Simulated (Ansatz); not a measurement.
**FGeH5OSSi: vertical spin-state energies**

Which spin state of FGeH5OSSi lies lowest at this geometry? The task is vertical spin-state energies, for FGeH5OSSi.

All numbers are computed with Ansatz 0.2.0, driven from Python. Level of theory: PBE0/def2-SVPD.

### 1 The structure

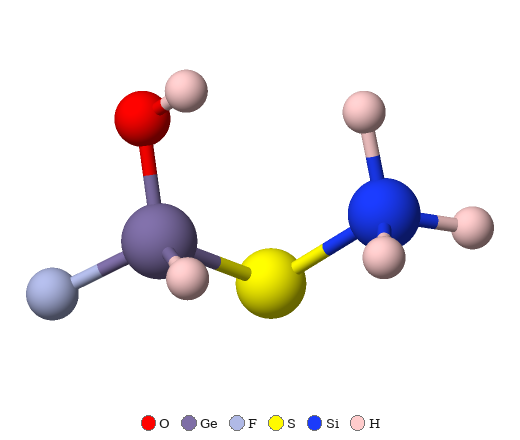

The starting structure, viewed from a chosen angle; oxygen red, germanium purple, fluorine light blue, sulfur yellow, silicon blue, hydrogen pink.

The script holds or builds the structure itself.

### 2 Script

File spin_fgeh5ossi.py:

```python
import ansatz as az

fgeh5ossi = (
    az.Crystal.molecule()
    .atom('O', (-0.7382, 1.059, 1.6488))
    .atom('Ge', (0.6271, 0.0521, 1.3328))
    .atom('F', (1.2869, -0.4446, 2.8551))
    .atom('S', (0.0752, -1.7344, 0.1882))
    .atom('Si', (-0.4553, -0.6043, -1.5824))
    .atom('H', (-0.7918, 1.7577, 0.8784))
    .atom('H', (1.7266, 0.8416, 0.5336))
    .atom('H', (-1.5045, 0.3666, -1.2763))
    .atom('H', (-0.8829, -1.4869, -2.5974))
    .atom('H', (0.74, 0.1418, -1.9779))
)

calc = (
    fgeh5ossi.calculation()
    .basis(gaussian='def2-SVPD')
    .functional('PBE0')
)
found = {}
for unpaired in [0, 2]:
    data = calc.spin('collinear', total=unpaired).run(threads=1).report
    s = unpaired / 2
    found[unpaired] = data['free_energy_ev']
    print(f'2S+1 = {unpaired + 1}: E = {found[unpaired]:.5f} eV, <S^2> = {abs(data["mean_field"]["state"]["spin_squared"]):.3f} (pure state {s * (s + 1):.2f})')
lowest = min(found, key=found.get)
for unpaired, e in found.items():
    print(f'multiplicity {unpaired + 1}: {(e - found[lowest]):.3f} eV above the lowest')
```

### 3 The calls as engine input

The package turns the script's settings into the engine's input (first run):

```yaml
crystal:
  periodic: [false, false, false]
  atoms:
    - { symbol: O, position_ang: [-0.7382, 1.059, 1.6488] }
    - { symbol: Ge, position_ang: [0.6271, 0.0521, 1.3328] }
    - { symbol: F, position_ang: [1.2869, -0.4446, 2.8551] }
    - { symbol: S, position_ang: [0.0752, -1.7344, 0.1882] }
    - { symbol: Si, position_ang: [-0.4553, -0.6043, -1.5824] }
    - { symbol: H, position_ang: [-0.7918, 1.7577, 0.8784] }
    - { symbol: H, position_ang: [1.7266, 0.8416, 0.5336] }
    - { symbol: H, position_ang: [-1.5045, 0.3666, -1.2763] }
    - { symbol: H, position_ang: [-0.8829, -1.4869, -2.5974] }
    - { symbol: H, position_ang: [0.74, 0.1418, -1.9779] }
basis:
  gaussian:
    orbitals: def2-SVPD
hamiltonian:
  xc: pbe0
magnetization:
  spin_polarized: true
  initial_magnetization: 0.0
```

### 4 The run

Started as:

```console
python spin_fgeh5ossi.py
```

Log:

```text
2S+1 = 1: E = -80043.96775 eV, <S^2> = 0.000 (pure state 0.00)
2S+1 = 3: E = -80038.43618 eV, <S^2> = 2.006 (pure state 2.00)
multiplicity 1: 0.000 eV above the lowest
multiplicity 3: 5.532 eV above the lowest
```

It took 1.8 min on 1 thread of Arm Neoverse V1, shared host; peak memory 0.82 GiB.

### 5 What changed from run to run

The engine's inputs for the other runs:

Run 2, against run 1:

```diff
@@ -21 +21 @@
-  initial_magnetization: 0.0
+  initial_magnetization: 2.0
```

Lines on the test bed's own set-up are left out of the output.

### 6 The runs side by side

The 2 runs, in the order started:

```
run  2S+1  energy from run 1 (eV)  <S²>  SCF cycles  CPU time (s)
  1     1                  0.0000  0.00          17            24
  2     3                  5.5316  2.01          72            83
```

### 7 Summary of results

```
        quantity             value
   runs compared                 2
          lowest  run 1 (2S+1 = 1)
next above it by          5.532 eV
```

In words: In order: multiplicity 1 (+0.00 eV) and multiplicity 3 (+5.53 eV), all at the one geometry. The geometry is a force-field or estimated start, not a minimum of this method, and the basis set is short of its limit. All parts are taken at fixed geometry, without zero-point energy.
